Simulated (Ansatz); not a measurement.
# Boron, bcc under BLYP: from relaxation to bulk modulus, part 2 of 2

The plan for boron in the bcc structure: relax it, solve it on a dense k-mesh, then scale the cell to 7 volumes from 88 to 112 % of the relaxed one and try a fit of the equation of state. Spin polarisation is left out. The k-meshes are 18×18×18 for the relaxation; 31×31×31 for the dense run; 21×21×21 for the volumes.

Ansatz 0.2.0; DFT, BLYP, plane waves (420 eV) with PAW, scalar-relativistic. The steps go on from the part before.

## Step 7: Volume × 1.0

input.yaml reads:

```yaml
crystal:
  lattice:
    - [-1.1726555715, 1.1726555715, 1.1726555715]
    - [1.1726555715, -1.1726555715, 1.1726555715]
    - [1.1726555715, 1.1726555715, -1.1726555715]
  atoms:
    - { symbol: B, position: [0.0, 0.0, 0.0] }
hamiltonian:
  xc: blyp
  pseudopotentials:
    kind: paw
    azcp:
      B: "pseudopotentials/B.paw.azcp"
basis:
  ecutwfc: 420
  fft_grid_basis: typed
kpoints:
  mp_grid: { grid: [21, 21, 21], shift: [0, 0, 0] }
magnetization:
  spin_polarized: false
scf:
  occupations: { method: fermi_dirac, width: 0.1 }
  lower_state_search: "off"
output:
  stress: true
```

Log, cut to the lines that bear on the results:

```text
Warning: RAYON_NUM_THREADS=2 ignored (pool sized by the plan → 2); use --threads N
[...]
Pseudopotentials: kind: paw
Pseudopotential: B, paw, valence charge 3, recommended cutoff 420 eV (normal), <dir>
Functional definition: BLYP
[...]
Crystal: 1 atoms, lattice volume = 6.450 Å³
Basis set: ecut = 420 eV, 135 PW (Γ), exchange–correlation on 30×30×30 points (8 copies of the dense FFT grid, shifted against one another)
Bands: 6, of which v1, the nominal top of the filled ones, is band 2 counted from 1 (1 counted from 0)
Symmetry: 48 space group operations
Space group: Im-3m (ITA 229), of the structure as read, at distance tolerance 1.9e-5 Å
k-points: 286 of 9261
[...]
SCF iter   1: F=—  HF=-154.248488 eV  |F-HF|=—  |Δ(HF+E_count)|=         —  Δρ=8.34e-3  dr2=2.72e-3  ethr=1.77e-3  ⟨swp⟩=4.5  Hψ=12757  notcnv=0
[...]
SCF iter   6: F=-154.247718 eV  HF=-154.247718 eV  |F-HF|=1.99e-12  |Δ(HF+E_count)|=  1.03e-10  Δρ=2.31e-7  dr2=6.55e-13  ethr=1.42e-12  ⟨swp⟩=1.0  Hψ=4550  notcnv=0
[...]
SCF converged after 6 iterations
Free energy (F): -154.247718 eV
[...]
E sigma→0 (E₀):  -154.242984 eV
Entropy (-TS):   -0.009468 eV (-9.468 meV/atom)
Fermi energy:    13.310067 eV
[...]
--- Stress (GPa, compression-positive) ---
       -0.079469      -0.000000      -0.000000
       -0.000000      -0.079469      -0.000000
       -0.000000       0.000000      -0.079469
  P = ⅓ Tr σ = -0.0795 GPa (-0.795 kbar)
```

Run time: 0.68 s. Hardware: 2 threads of Arm Neoverse V1, shared host; peak memory 0.25 GiB.

## Step 8: Volume × 1.04

Changes to input.yaml since step 7:

```diff
@@ -2,5 +2,5 @@
   lattice:
-    - [-1.1726555715, 1.1726555715, 1.1726555715]
-    - [1.1726555715, -1.1726555715, 1.1726555715]
-    - [1.1726555715, 1.1726555715, -1.1726555715]
+    - [-1.1880870197, 1.1880870197, 1.1880870197]
+    - [1.1880870197, -1.1880870197, 1.1880870197]
+    - [1.1880870197, 1.1880870197, -1.1880870197]
   atoms:
```

Log, cut to the lines that bear on the results:

```text
Warning: RAYON_NUM_THREADS=2 ignored (pool sized by the plan → 2); use --threads N
[...]
[... 3 set-up lines as earlier in the session ...]
[...]
Crystal: 1 atoms, lattice volume = 6.708 Å³
Basis set: ecut = 420 eV, 135 PW (Γ), exchange–correlation on 30×30×30 points (8 copies of the dense FFT grid, shifted against one another)
Bands: 6, of which v1, the nominal top of the filled ones, is band 2 counted from 1 (1 counted from 0)
[... 2 set-up lines as earlier in the session ...]
k-points: 286 of 9261
[...]
SCF iter   1: F=—  HF=-154.243413 eV  |F-HF|=—  |Δ(HF+E_count)|=         —  Δρ=8.54e-3  dr2=3.06e-3  ethr=1.77e-3  ⟨swp⟩=4.5  Hψ=12768  notcnv=0
[...]
SCF iter   6: F=-154.242534 eV  HF=-154.242534 eV  |F-HF|=1.42e-12  |Δ(HF+E_count)|=  6.41e-11  Δρ=1.82e-7  dr2=4.17e-13  ethr=1.02e-12  ⟨swp⟩=1.0  Hψ=4544  notcnv=0
[...]
SCF converged after 6 iterations
Free energy (F): -154.242534 eV
[...]
E sigma→0 (E₀):  -154.237352 eV
Entropy (-TS):   -0.010364 eV (-10.364 meV/atom)
Fermi energy:    12.674840 eV
[...]
--- Stress (GPa, compression-positive) ---
       -6.135103       0.000000       0.000000
       -0.000000      -6.135103       0.000000
        0.000000      -0.000000      -6.135103
  P = ⅓ Tr σ = -6.1351 GPa (-61.351 kbar)
```

Run time: 0.67 s. Hardware: 2 threads of Arm Neoverse V1, shared host; peak memory 0.25 GiB.

## Step 9: Volume × 1.08

Changes to input.yaml since step 8:

```diff
@@ -2,5 +2,5 @@
   lattice:
-    - [-1.1880870197, 1.1880870197, 1.1880870197]
-    - [1.1880870197, -1.1880870197, 1.1880870197]
-    - [1.1880870197, 1.1880870197, -1.1880870197]
+    - [-1.2031276926, 1.2031276926, 1.2031276926]
+    - [1.2031276926, -1.2031276926, 1.2031276926]
+    - [1.2031276926, 1.2031276926, -1.2031276926]
   atoms:
@@ -25 +25,5 @@
   stress: true
+  write_density: true
+  write_potential: true
+  elf: true
+  volumetric_format: npy
```

Log, cut to the lines that bear on the results:

```text
Warning: RAYON_NUM_THREADS=2 ignored (pool sized by the plan → 2); use --threads N
[...]
[... 3 set-up lines as earlier in the session ...]
[...]
Crystal: 1 atoms, lattice volume = 6.966 Å³
Basis set: ecut = 420 eV, 141 PW (Γ), exchange–correlation on 30×30×30 points (8 copies of the dense FFT grid, shifted against one another)
Bands: 6, of which v1, the nominal top of the filled ones, is band 2 counted from 1 (1 counted from 0)
[... 2 set-up lines as earlier in the session ...]
k-points: 286 of 9261
[...]
SCF iter   1: F=—  HF=-154.229606 eV  |F-HF|=—  |Δ(HF+E_count)|=         —  Δρ=8.80e-3  dr2=3.47e-3  ethr=1.77e-3  ⟨swp⟩=4.6  Hψ=12819  notcnv=0
[...]
SCF iter   6: F=-154.228597 eV  HF=-154.228597 eV  |F-HF|=1.25e-12  |Δ(HF+E_count)|=  5.46e-11  Δρ=1.67e-7  dr2=3.93e-13  ethr=1.00e-12  ⟨swp⟩=3.8  Hψ=6452  notcnv=0
[...]
SCF converged after 6 iterations
Free energy (F): -154.228597 eV
[...]
E sigma→0 (E₀):  -154.223169 eV
Entropy (-TS):   -0.010856 eV (-10.856 meV/atom)
Fermi energy:    12.079199 eV
[...]
--- Stress (GPa, compression-positive) ---
      -11.004026       0.000000      -0.000000
        0.000000     -11.004026      -0.000000
        0.000000      -0.000000     -11.004026
  P = ⅓ Tr σ = -11.0040 GPa (-110.040 kbar)
--- Band table (eV; the first three rows and the last of 286) ---
  k-point 0: bands = ["-4.8169", "25.6032", "25.6032", "25.6032", "43.6860", "43.6860"]
[...]
```

It took 0.93 s on 2 threads of Arm Neoverse V1, shared host; peak memory 0.25 GiB.

The maps below are laid out on this run's own conventional cell (a, b, c = 2.406, 2.406, 2.406 Å).

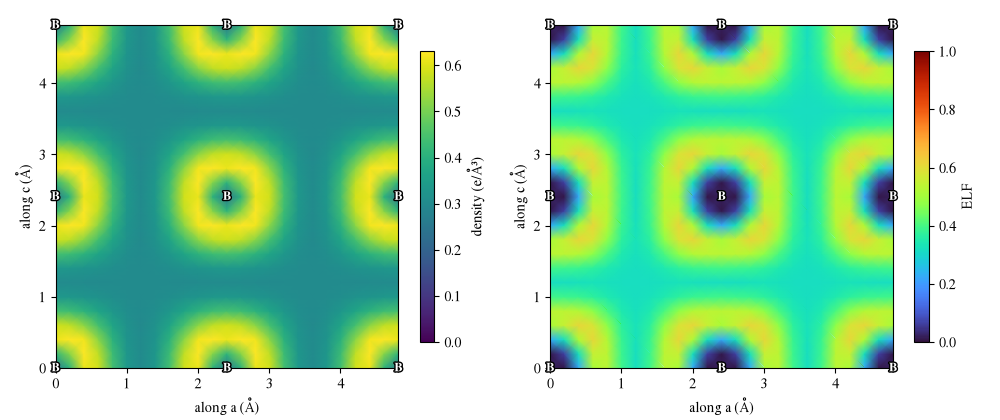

Density (left) and ELF (right) in a lattice plane of the grid's cell (edges 2.41 and 2.41 Å, at 0.000 of the third edge), which holds B. Only atoms in the plane are labelled. Both are smooth fields of the valence electrons: close to the nuclei they are not physical.

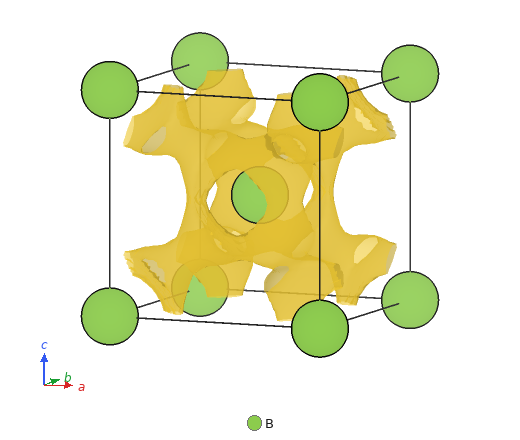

Surface of ELF = 0.60, drawn in one cell.

Maxima of ELF outside the ion cores: 0.66 on the B–B line, 0.7 Å from B.

## Step 10: Volume × 1.12

Changes to input.yaml since step 9:

```diff
@@ -2,5 +2,5 @@
   lattice:
-    - [-1.2031276926, 1.2031276926, 1.2031276926]
-    - [1.2031276926, -1.2031276926, 1.2031276926]
-    - [1.2031276926, 1.2031276926, -1.2031276926]
+    - [-1.2178014277, 1.2178014277, 1.2178014277]
+    - [1.2178014277, -1.2178014277, 1.2178014277]
+    - [1.2178014277, 1.2178014277, -1.2178014277]
   atoms:
@@ -25,5 +25 @@
   stress: true
-  write_density: true
-  write_potential: true
-  elf: true
-  volumetric_format: npy
```

Log, cut to the lines that bear on the results:

```text
Warning: RAYON_NUM_THREADS=2 ignored (pool sized by the plan → 2); use --threads N
[...]
[... 3 set-up lines as earlier in the session ...]
[...]
Crystal: 1 atoms, lattice volume = 7.224 Å³
Basis set: ecut = 420 eV, 141 PW (Γ), exchange–correlation on 30×30×30 points (8 copies of the dense FFT grid, shifted against one another)
Bands: 6, of which v1, the nominal top of the filled ones, is band 2 counted from 1 (1 counted from 0)
[... 2 set-up lines as earlier in the session ...]
k-points: 286 of 9261
[...]
SCF iter   1: F=—  HF=-154.208733 eV  |F-HF|=—  |Δ(HF+E_count)|=         —  Δρ=9.09e-3  dr2=3.95e-3  ethr=1.77e-3  ⟨swp⟩=4.5  Hψ=12786  notcnv=0
[...]
SCF iter   6: F=-154.207581 eV  HF=-154.207581 eV  |F-HF|=1.02e-12  |Δ(HF+E_count)|=  4.08e-11  Δρ=1.43e-7  dr2=3.19e-13  ethr=1.00e-12  ⟨swp⟩=1.0  Hψ=4510  notcnv=0
[...]
SCF converged after 6 iterations
Free energy (F): -154.207581 eV
[...]
E sigma→0 (E₀):  -154.201923 eV
Entropy (-TS):   -0.011317 eV (-11.317 meV/atom)
Fermi energy:    11.522179 eV
[...]
--- Stress (GPa, compression-positive) ---
      -14.957682      -0.000000      -0.000000
        0.000000     -14.957682      -0.000000
        0.000000       0.000000     -14.957682
  P = ⅓ Tr σ = -14.9577 GPa (-149.577 kbar)
```

Wall time 0.69 s (2 threads of Arm Neoverse V1, shared host); peak memory 0.25 GiB.

## Step 11: Energy and pressure against volume

The cell was scaled evenly, with its shape and the fractional positions fixed.

```
V (Å³/atom)  E − E₀ (meV/atom)  P from the stress (GPa)  P from the fit (GPa)
      5.676               63.4                    30.50                 30.49
      5.934               25.2                    17.82                 17.52
      6.192                5.4                     7.72                  7.45
      6.450                0.1                    -0.08                 -0.37
      6.708                5.8                    -6.14                 -6.46
      6.966               19.9                   -11.00                -11.17
      7.224               41.2                   -14.96                -14.81
```

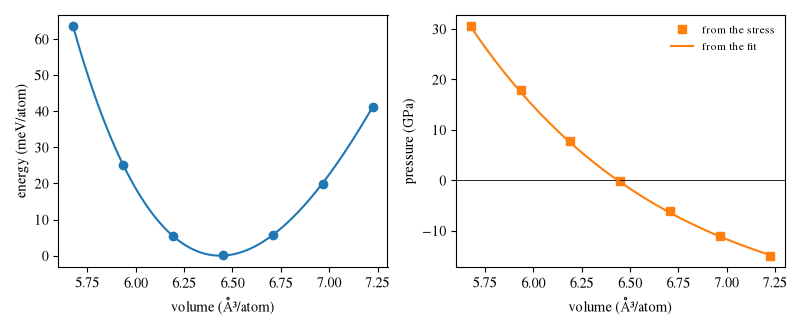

Energy and pressure against volume; the lines are the Birch-Murnaghan fit.

A third-order Birch-Murnaghan fit gives V₀ = 6.436 Å³/atom, B₀ = 174 GPa and B₀′ = 5.3; it misses no point by more than 0.14 meV/atom.

The fit is made to E(σ → 0), while the stress belongs to the free energy F; that is one source of the offset between the two pressures.

## Step 12: What came out

What follows sums up all 2 parts.

```
                            quantity                         value
      space group (spins left aside)               Im-3m (No. 229)
                   conventional cell                   a = 2.345 Å
                              volume                 6.450 Å³/atom
                   shortest distance                       2.031 Å
                     gap on the mesh  none (levels filled in part)
relative to alpha-rhombohedral (B12)                +2037 meV/atom
                         V₀, B₀, B₀′   6.436 Å³/atom, 174 GPa, 5.3
```

In words: From the guessed start the volume shrank by 1.6 % in 5 steps. Against the reference form of boron (alpha-rhombohedral (B12), computed apart with the same settings) it stands 2037 meV/atom higher. No gap shows: it is a metal or semimetal at this level. B₀ comes out at 174 GPa. Relaxation kept the symmetry; phonons were not checked.
